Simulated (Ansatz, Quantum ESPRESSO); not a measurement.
# Work-function anisotropy of Pd, part 2 of 6

Which face of Pd holds its electrons most tightly, and does packing explain the order?

Quantum ESPRESSO 7.5; plane-wave DFT, PBE, GBRV ultrasoft pseudopotentials; geometry and cross-check by Ansatz 0.2.0 with PAW datasets.

So far. Step 2 (Relaxation with Ansatz of (111)): The relaxation lowers the energy by 6 meV an atom. Held were the atoms numbered 3; the forces quoted are those on the free ones.

### 3. SCF with pw.x of (111), PBE

Both faces of the slab are alike, so a plain periodic cell serves and symmetry is kept.

Level of this step: plane-wave DFT, PBE, GBRV ultrasoft pseudopotentials (Quantum ESPRESSO 7.5).

111.pbe.in

```
&control
  prefix = '111.pbe'
  outdir = './out'
  pseudo_dir = './pseudo'
  calculation = 'scf'
  tprnfor = .true.
/
&system
  ibrav = 0
  nat = 5
  ntyp = 1
  ecutwfc = 40
  ecutrho = 200
  occupations = 'smearing'
  smearing = 'mv'
  degauss = 0.02
/
&electrons
  conv_thr = 1e-07
  mixing_beta = 0.4
  electron_maxstep = 120
  mixing_mode = 'local-TF'
/
ATOMIC_SPECIES
  Pd  106.4200  pd_pbe_v1.4.uspp.F.UPF
CELL_PARAMETERS angstrom
  2.75064537883287 0.00000000000000 0.00000000000000
  1.37532268941643 2.38212877487154 0.00000000000000
  0.00000000000000 0.00000000000000 24.98357018860000
ATOMIC_POSITIONS crystal
  Pd  0.666666666667 0.666666666667 0.315852043282
  Pd  -0.000000000000 0.000000000000 0.408031980735
  Pd  0.333333333333 0.333333333333 0.500000000000
  Pd  0.666666666667 0.666666666667 0.591968071299
  Pd  0.000000000000 -0.000000000000 0.684147981818
K_POINTS automatic
  12 12 1 0 0 0
```

Run with:

```bash
$ OMP_NUM_THREADS=1 mpirun -n 4 pw.x -nk 4 -in 111.pbe.in > 111.pbe.out
```

Log:

```text
Program PWSCF v.7.5 starts
[citation notice left out]

     Parallel version (MPI & OpenMP), running on       4 processor cores
     Number of MPI processes:                 4
     Threads/MPI process:                     1

     MPI processes distributed on     1 nodes
[...]
Current dimensions of program PWSCF are:
     Max number of different atomic species (ntypx) = 10
     Max number of k-points (npk) =  40000
     Max angular momentum in pseudopotentials (lmaxx) =  4
     Message from routine setup:
     using ibrav=0 with symmetry is DISCOURAGED, use correct ibrav instead

     K-points division:     npool     =       4
     Subspace diagonalization in iterative solution of the eigenvalue problem:
     a serial algorithm will be used

     G-vector sticks info
     --------------------
     sticks:   dense  smooth     PW     G-vecs:    dense   smooth      PW
     Sum         367     301     91                52707    37835    6967

     Using Slab Decomposition

     bravais-lattice index     =            0
     lattice parameter (alat)  =       5.1980  a.u.
     unit-cell volume          =    1104.7168 (a.u.)^3
     number of atoms/cell      =            5
     number of atomic types    =            1
     number of electrons       =        80.00
     number of Kohn-Sham states=           48
     kinetic-energy cutoff     =      40.0000  Ry
     charge density cutoff     =     200.0000  Ry
     scf convergence threshold =      1.0E-07
     mixing beta               =       0.4000
     number of iterations used =            8  local-TF  mixing
     Exchange-correlation=  SLA  PW   PBX  PBC
                           (   1   4   3   4   0   0   0)

     celldm(1)=   5.197966  celldm(2)=   0.000000  celldm(3)=   0.000000
     celldm(4)=   0.000000  celldm(5)=   0.000000  celldm(6)=   0.000000

     crystal axes: (cart. coord. in units of alat)
               a(1) = (   1.000000   0.000000   0.000000 )
               a(2) = (   0.500000   0.866025   0.000000 )
               a(3) = (   0.000000   0.000000   9.082803 )

     reciprocal axes: (cart. coord. in units 2 pi/alat)
               b(1) = (  1.000000 -0.577350  0.000000 )
               b(2) = (  0.000000  1.154701  0.000000 )
               b(3) = (  0.000000  0.000000  0.110098 )

     PseudoPot. # 1 for Pd read from file:
     ./pseudo/pd_pbe_v1.4.uspp.F.UPF
     Pseudo is Ultrasoft + core correction, Zval = 16.0
     Generated by new atomic code, or converted to UPF format
     Using radial grid of  887 points,  6 beta functions with:
                l(1) =   0
                l(2) =   0
                l(3) =   1
                l(4) =   1
                l(5) =   2
                l(6) =   2
     Q(r) pseudized with  8 coefficients,  rinner =    1.130   1.130   1.130
                                                       1.130   1.130

     atomic species   valence    mass     pseudopotential
     Pd               16.00   106.42000     Pd( 1.00)

     12 Sym. Ops., with inversion, found ( 6 have fractional translation)

   Cartesian axes

     site n.     atom                  positions (alat units)
         1        Pd     tau(   1) = (   1.0000000   0.5773503   2.8688219  )
         2        Pd     tau(   2) = (   0.0000000   0.0000000   3.7060741  )
         3        Pd     tau(   3) = (   0.5000000   0.2886751   4.5414015  )
         4        Pd     tau(   4) = (   1.0000000   0.5773503   5.3767294  )
         5        Pd     tau(   5) = (   0.0000000   0.0000000   6.2139814  )

     number of k points=    19  Marzari-Vanderbilt smearing, width (Ry)=  0.0200
                       cart. coord. in units 2pi/alat
        k(    1) = (   0.0000000   0.0000000   0.0000000), wk =   0.0138889
        k(    2) = (   0.0000000   0.0962250   0.0000000), wk =   0.0833333
        k(    3) = (   0.0000000   0.1924501   0.0000000), wk =   0.0833333
        k(    4) = (   0.0000000   0.2886751   0.0000000), wk =   0.0833333
        k(    5) = (   0.0000000   0.3849002   0.0000000), wk =   0.0833333
        k(    6) = (   0.0000000   0.4811252   0.0000000), wk =   0.0833333
        k(    7) = (   0.0000000  -0.5773503   0.0000000), wk =   0.0416667
        k(    8) = (   0.0833333   0.1443376   0.0000000), wk =   0.0833333
        k(    9) = (   0.0833333   0.2405626   0.0000000), wk =   0.1666667
        k(   10) = (   0.0833333   0.3367877   0.0000000), wk =   0.1666667
[...]
k(   19) = (   0.3333333  -0.5773503   0.0000000), wk =   0.0277778

     Dense  grid:    52707 G-vectors     FFT dimensions: (  24,  24, 216)

     Smooth grid:    37835 G-vectors     FFT dimensions: (  24,  24, 192)

     Estimated max dynamical RAM per process >      99.13 MB

     Estimated total dynamical RAM >     357.92 MB

     Initial potential from superposition of free atoms

     starting charge      77.5000, renormalised to      80.0000

     negative rho (up, down):  4.048E-01 0.000E+00
     Starting wfcs are   60 randomized atomic wfcs

     total cpu time spent up to now is        1.1 secs

     per-process dynamical memory:    54.7 Mb

     Self-consistent Calculation

     iteration #  1     ecut=    40.00 Ry     beta= 0.40
     Davidson diagonalization with overlap
     ethr =  1.00E-02,  avg # of iterations =  6.3

     negative rho (up, down):  4.040E-01 0.000E+00

     total cpu time spent up to now is        3.8 secs

     total energy              =    -993.20000258 Ry
     estimated scf accuracy    <      16.97227810 Ry

     iteration #  2     ecut=    40.00 Ry     beta= 0.40
[...]
negative rho (up, down):  3.999E-01 0.000E+00

[...]
total energy              =    -993.34929545 Ry
     estimated scf accuracy    <       1.56781365 Ry

     iteration #  3     ecut=    40.00 Ry     beta= 0.40
[...]
negative rho (up, down):  4.028E-01 0.000E+00

[...]
total energy              =    -993.40192701 Ry
     estimated scf accuracy    <       0.33387068 Ry

     iteration #  4     ecut=    40.00 Ry     beta= 0.40
[...]
negative rho (up, down):  4.031E-01 0.000E+00

[...]
total energy              =    -993.42750449 Ry
     estimated scf accuracy    <       0.05884232 Ry

     iteration #  5     ecut=    40.00 Ry     beta= 0.40
[...]
negative rho (up, down):  4.048E-01 0.000E+00

[...]
total energy              =    -993.42944176 Ry
     estimated scf accuracy    <       0.00435808 Ry

     iteration #  6     ecut=    40.00 Ry     beta= 0.40
[...]
negative rho (up, down):  4.098E-01 0.000E+00

[...]
total energy              =    -993.42947782 Ry
     estimated scf accuracy    <       0.00120264 Ry

     iteration #  7     ecut=    40.00 Ry     beta= 0.40
[...]
negative rho (up, down):  4.089E-01 0.000E+00

[...]
total energy              =    -993.42954145 Ry
     estimated scf accuracy    <       0.00004524 Ry

     iteration #  8     ecut=    40.00 Ry     beta= 0.40
[...]
negative rho (up, down):  4.082E-01 0.000E+00

[...]
total energy              =    -993.42953609 Ry
     estimated scf accuracy    <       0.00006638 Ry

     iteration #  9     ecut=    40.00 Ry     beta= 0.40
[...]
negative rho (up, down):  4.081E-01 0.000E+00

[...]
total energy              =    -993.42953374 Ry
     estimated scf accuracy    <       0.00001236 Ry

     iteration # 10     ecut=    40.00 Ry     beta= 0.40
[...]
negative rho (up, down):  4.076E-01 0.000E+00

[...]
total energy              =    -993.42952173 Ry
     estimated scf accuracy    <       0.00000949 Ry

     iteration # 11     ecut=    40.00 Ry     beta= 0.40
[...]
negative rho (up, down):  4.071E-01 0.000E+00

[...]
total energy              =    -993.42951445 Ry
     estimated scf accuracy    <       0.00000312 Ry

     iteration # 12     ecut=    40.00 Ry     beta= 0.40
[...]
negative rho (up, down):  4.071E-01 0.000E+00

[...]
total energy              =    -993.42951434 Ry
     estimated scf accuracy    <       0.00000049 Ry

     iteration # 13     ecut=    40.00 Ry     beta= 0.40
[...]
negative rho (up, down):  4.070E-01 0.000E+00

[...]
End of self-consistent calculation

          k = 0.0000 0.0000 0.0000 (  4655 PWs)   bands (ev):

   -44.4254 -44.2742 -44.1771 -44.1771 -44.1721 -44.1295 -44.1295 -44.1234
   -44.1234 -43.8431 -43.8431 -43.8431 -43.8431 -43.7100 -43.7093  -1.1657
    -0.3661   0.3185   0.5965   0.6769   2.5857   2.6978   2.8084   2.8084
     2.9130   2.9130   2.9816   2.9816   3.1411   3.2394   3.2394   3.2508
     3.2508   4.3339   4.3378   4.3378   4.5018   4.5018   4.8429   4.8429
     5.2622   5.2622   5.4467   5.4467   6.1757   6.8342  10.3934  10.8421

          k = 0.0000 0.0962 0.0000 (  4703 PWs)   bands (ev):

   -44.4194 -44.2748 -44.1948 -44.1829 -44.1780 -44.1463 -44.1437 -44.1347
   -44.1281 -43.8641 -43.8640 -43.8483 -43.8482 -43.7077 -43.7071  -0.9450
    -0.1528   0.5110   0.7872   0.8647   2.5209   2.5662   2.6944   2.8702
     2.9400   2.9513   3.0213   3.0311   3.1245   3.1686   3.2485   3.3662
     3.3905   3.8125   4.2241   4.2340   4.5051   4.5519   4.8030   4.8378
     4.9192   5.2609   5.4539   5.5047   6.8093   7.6124  10.5746  11.0369

          k = 0.0000 0.1925 0.0000 (  4725 PWs)   bands (ev):

   -44.4036 -44.2918 -44.2310 -44.2154 -44.2029 -44.1986 -44.1630 -44.1491
   -44.1409 -43.9209 -43.9207 -43.8624 -43.8623 -43.7017 -43.7014  -0.3424
     0.3948   0.9588   1.2479   1.3270   2.1489   2.3843   2.4321   2.6362
     2.8386   2.9938   3.0848   3.2119   3.2662   3.3296   3.3529   3.5278
     3.6737   3.7826   3.9304   4.1355   4.1581   4.4174   4.4804   4.8202
     5.0754   5.2521   5.4704   6.2499   7.8307   8.9668  11.1116  11.6238

          k = 0.0000 0.2887 0.0000 (  4707 PWs)   bands (ev):

   -44.3875 -44.3543 -44.2877 -44.2809 -44.2300 -44.2199 -44.1729 -44.1686
   -44.1584 -43.9968 -43.9963 -43.8815 -43.8815 -43.6938 -43.6937   0.3834
     0.8726   1.1319   1.4713   1.5822   1.7852   2.0661   2.3903   2.5163
     2.8169   2.9292   3.2132   3.3517   3.4674   3.6136   3.7272   3.7764
     3.9423   4.0663   4.1197   4.3321   4.4721   4.4754   4.6363   4.8439
     5.2355   5.4873   5.5199   7.0745   8.9261  10.4460  11.9847  12.6005

          k = 0.0000 0.3849 0.0000 (  4729 PWs)   bands (ev):

   -44.4288 -44.4051 -44.3665 -44.3067 -44.2410 -44.2299 -44.1881 -44.1860
   -44.1760 -44.0691 -44.0679 -43.9007 -43.9006 -43.6862 -43.6861   0.6939
     0.8080   1.0329   1.1568   1.3514   1.5318   1.7164   2.3465   2.6247
     2.8771   3.2229   3.2420   3.3268   3.7408   3.9560   4.3136   4.4440
     4.5793   4.7034   4.8089   4.8757   5.0185   5.1344   5.1602   5.1631
     5.2824   5.5165   6.2214   8.0262  10.0584  11.9489  13.1498  13.9055

          k = 0.0000 0.4811 0.0000 (  4759 PWs)   bands (ev):

   -44.4846 -44.4468 -44.4240 -44.2914 -44.2564 -44.2366 -44.2023 -44.2021
   -44.1890 -44.1170 -44.1137 -43.9147 -43.9146 -43.6807 -43.6807   0.5683
     0.6372   0.8570   0.9066   1.1846   1.2958   1.4867   2.2047   2.5692
     2.6736   3.0974   3.5696   3.6617   3.7509   4.3481   4.5366   4.8662
     4.9957   5.3099   5.3288   5.3691   5.4793   5.5666   5.6991   5.7247
     6.2202   6.9363   7.5239   9.0326  10.8008  13.0451  13.2725  13.7643

[...]
the Fermi energy is     5.5357 ev

!    total energy              =    -993.42951432 Ry
     estimated scf accuracy    <       0.00000006 Ry
     smearing contrib. (-TS)   =       0.00009354 Ry
     internal energy E=F+TS    =    -993.42960786 Ry

     The total energy is F=E-TS. E is the sum of the following terms:
     one-electron contribution =   -8300.39086879 Ry
     hartree contribution      =    4181.18793966 Ry
     xc contribution           =    -156.66967227 Ry
     ewald contribution        =    3282.44299354 Ry

     convergence has been achieved in  13 iterations

     negative rho (up, down):  4.070E-01 0.000E+00

     Forces acting on atoms (cartesian axes, Ry/au):

     atom    1 type  1   force =     0.00000000    0.00000000   -0.00113118
     atom    2 type  1   force =    -0.00000000    0.00000000    0.00130064
     atom    3 type  1   force =     0.00000000    0.00000000    0.00000000
     atom    4 type  1   force =     0.00000000    0.00000000   -0.00130064
     atom    5 type  1   force =     0.00000000    0.00000000    0.00113118

     Total force =     0.002438     Total SCF correction =     0.000684
     SCF correction compared to forces is large: reduce conv_thr to get better values

[...]
=------------------------------------------------------------------------------=
   JOB DONE.
=------------------------------------------------------------------------------=
```

Run time: 30 s. Hardware: 4 MPI ranks of Arm Neoverse V2, shared host; peak memory 0.44 GiB; 2 min of CPU time.

Numbers from this step:

* free energy: -13516.2971 eV
* Fermi energy: 5.536 eV

### 4. Electrostatic potential of (111)

The vacuum level is read from the electrostatic potential (plot_num = 11), averaged over planes.

111.pbe.pot.in

```
&inputpp
  prefix = '111.pbe'
  outdir = './out'
  filplot = '111.pbe.pot.dat'
  plot_num = 11
/
```

Run with:

```bash
$ OMP_NUM_THREADS=1 mpirun -n 4 pp.x -in 111.pbe.pot.in > 111.pbe.pot.out
```

Log:

```text
[banner, memory and clock lines left out]
Program POST-PROC v.7.5 starts

          URL

     ./out/111.pbe.save/

     IMPORTANT: XC functional enforced from input :
     Exchange-correlation= PBE
                           (   1   4   3   4   0   0   0)
     Any further DFT definition will be discarded
     Please, verify this is what you really want

     negative rho (up, down):  4.070E-01 0.000E+00

     Calling punch_plot, plot_num =  11
     Writing data to file  111.pbe.pot.dat
     Message from routine chdens:
     namelist plot not found or invalid, exiting
```

Elapsed: 0.77 s, on 4 MPI ranks; peak memory 0.09 GiB; 2.7 s of CPU time.

Read from the output:

```
work function of the upper face                                       : 5.264 eV
slope of the potential above                                          : 2.10e-4 eV/Å
upper vacuum line continued to the top atoms, over the Fermi level    : 5.263 eV
work function of the lower face                                       : 5.265 eV
slope of the potential below                                          : -1.23e-4 eV/Å
lower vacuum line continued to the bottom atoms, over the Fermi level : 5.264 eV
```

The potential energy, planar mean oscillates, so the rows of the table below give means over windows of 2.31 Å about each position, cut where the curve ends. Its maxima inside the range that stand out by 2 % of the span (Å: eV): 9.0: 1.29, 11.3: 1.05, 13.6: 1.05, 16.0: 1.29. Its minima: 7.9: -12.0, 10.2: -12.1, 12.5: -12.1, 14.8: -12.1, 17.1: -12.0.

Electrostatic potential energy of an electron; zero at the Fermi level. The potential energy, planar mean by z; means over each step:

```
z (Å)  potential energy, planar mean (eV)
 1.16                                5.26
 3.46                                5.26
 5.77                                4.61
 8.08                               -5.42
10.39                               -5.68
12.70                               -5.73
15.01                               -5.64
17.32                               -5.04
19.63                                5.06
21.94                                5.26
24.25                                5.26
```

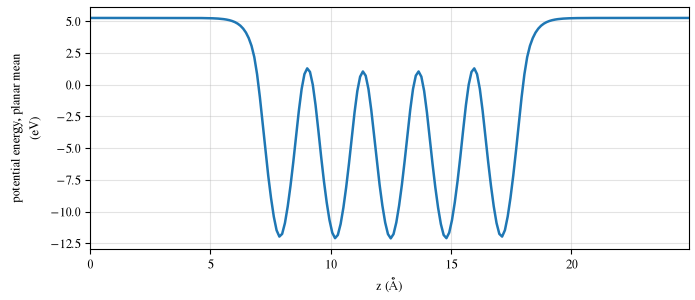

Potential energy, planar mean, plotted against z.

### 5. Self-consistent run of (111), PBEsol

The same atoms under a second functional.

Level of this step: plane-wave DFT, PBEsol, GBRV ultrasoft pseudopotentials (Quantum ESPRESSO 7.5).

111.pbesol.in, as its differences from the input of step 3:

```diff
@@ -1,3 +1,3 @@
 &control
-  prefix = '111.pbe'
+  prefix = '111.pbesol'
   outdir = './out'
@@ -24,3 +24,3 @@
 ATOMIC_SPECIES
-  Pd  106.4200  pd_pbe_v1.4.uspp.F.UPF
+  Pd  106.4200  pd_pbesol_v1.4.uspp.F.UPF
 CELL_PARAMETERS angstrom
```

Run with:

```bash
$ OMP_NUM_THREADS=1 mpirun -n 4 pw.x -nk 4 -in 111.pbesol.in > 111.pbesol.out
```

Log:

```text
[banner, memory and clock lines left out]
Program PWSCF v.7.5 starts
[...]
Message from routine setup:
[...]
number of electrons       =        80.00
     number of Kohn-Sham states=           48
     kinetic-energy cutoff     =      40.0000  Ry
     charge density cutoff     =     200.0000  Ry
[...]
number of k points=    19  Marzari-Vanderbilt smearing, width (Ry)=  0.0200
[...]
Dense  grid:    52707 G-vectors     FFT dimensions: (  24,  24, 216)
[...]
negative rho (up, down):  3.962E-01 0.000E+00
     Starting wfcs are   60 randomized atomic wfcs
[...]
negative rho (up, down):  3.939E-01 0.000E+00
[...]
estimated scf accuracy    <      17.03632110 Ry
[...]
negative rho (up, down):  3.905E-01 0.000E+00
[...]
estimated scf accuracy    <       1.66351648 Ry
[...]
negative rho (up, down):  3.942E-01 0.000E+00
[...]
estimated scf accuracy    <       0.34429910 Ry
[...]
negative rho (up, down):  3.949E-01 0.000E+00
[...]
estimated scf accuracy    <       0.05794160 Ry
[...]
negative rho (up, down):  3.968E-01 0.000E+00
[...]
estimated scf accuracy    <       0.00436329 Ry
[...]
negative rho (up, down):  4.019E-01 0.000E+00
[...]
estimated scf accuracy    <       0.00121052 Ry
[...]
negative rho (up, down):  4.013E-01 0.000E+00
[...]
estimated scf accuracy    <       0.00008702 Ry
[...]
negative rho (up, down):  4.008E-01 0.000E+00
[...]
estimated scf accuracy    <       0.00010446 Ry
[...]
negative rho (up, down):  4.006E-01 0.000E+00
[...]
estimated scf accuracy    <       0.00003214 Ry
[...]
negative rho (up, down):  3.997E-01 0.000E+00
[...]
estimated scf accuracy    <       0.00002355 Ry
[...]
negative rho (up, down):  3.990E-01 0.000E+00
[...]
estimated scf accuracy    <       0.00000872 Ry
[...]
negative rho (up, down):  3.989E-01 0.000E+00
[...]
estimated scf accuracy    <       0.00000102 Ry
[...]
negative rho (up, down):  3.987E-01 0.000E+00
[...]
estimated scf accuracy    <       0.00000032 Ry
[...]
negative rho (up, down):  3.987E-01 0.000E+00
[...]
estimated scf accuracy    <       0.00000013 Ry
[...]
negative rho (up, down):  3.987E-01 0.000E+00
[...]
the Fermi energy is     5.3900 ev
!    total energy              =    -993.09051084 Ry
     estimated scf accuracy    <          3.8E-09 Ry
     smearing contrib. (-TS)   =       0.00004462 Ry
     internal energy E=F+TS    =    -993.09055545 Ry
[...]
one-electron contribution =   -8300.51897098 Ry
     hartree contribution      =    4180.44660011 Ry
     xc contribution           =    -155.46117813 Ry
     ewald contribution        =    3282.44299354 Ry
     convergence has been achieved in  15 iterations
     negative rho (up, down):  3.987E-01 0.000E+00
[...]
Total force =     0.019010     Total SCF correction =     0.000403
[...]
```

Elapsed: 34 s, on 4 MPI ranks; peak memory 0.51 GiB.

Numbers from this step:

- free energy: -13511.6847 eV
- Fermi energy: 5.39 eV

### 6. Potential by pp.x of (111)

111.pbesol.pot.in

```
&inputpp
  prefix = '111.pbesol'
  outdir = './out'
  filplot = '111.pbesol.pot.dat'
  plot_num = 11
/
```

Run with:

```bash
$ OMP_NUM_THREADS=1 mpirun -n 4 pp.x -in 111.pbesol.pot.in > 111.pbesol.pot.out
```

The job ended after 0.76 s (4 MPI ranks; peak memory 0.1 GiB; 2.7 s of CPU time).

Read from the output:

```
work function of the upper face                                       : 5.399 eV
slope of the potential above                                          : 1.86e-4 eV/Å
upper vacuum line continued to the top atoms, over the Fermi level    : 5.398 eV
work function of the lower face                                       : 5.399 eV
slope of the potential below                                          : -1.08e-4 eV/Å
lower vacuum line continued to the bottom atoms, over the Fermi level : 5.399 eV
```

On (111) the work function under PBEsol lies +0.13 eV from PBE's.

(Part 2 of 6 ends here.)

[Logs are printed without paths, hosts, clocks, repeated set-up lines and the standing remarks that a program may print on its own settings, such as how far it seeks lower states.]

[Hosts, paths, dates, database ids (printed as entryN), source tags and the programs' standing remarks are cut or masked in the printed files.]

[Maps of the electrostatic potential energy from Ansatz leave out the sawtooth potential of an applied field or a dipole correction, so their vacuum need not be flat; planar profiles and work functions include it.]
